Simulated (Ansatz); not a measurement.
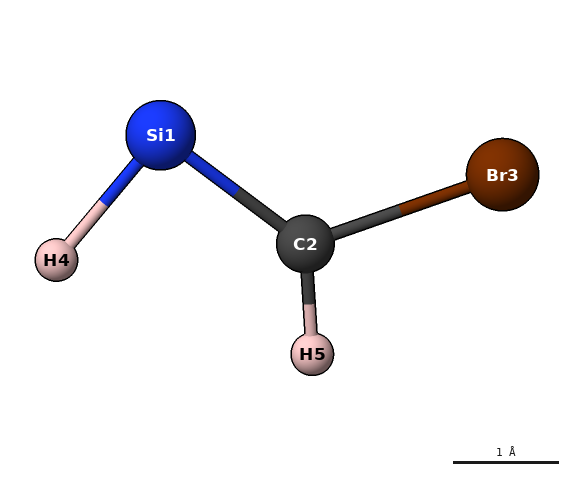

The atoms are numbered. Charge −1, singlet. Computed geometry: PBE-D4/def2-SVPD optimisation. No frequency run is at hand to confirm it as a minimum.

Which atoms are bonded, and how long are the bonds?

```
  bond  length (Å)
Si1–C2       1.783
Si1–H4       1.572
C2–Br3       1.992
 C2–H5       1.103
```
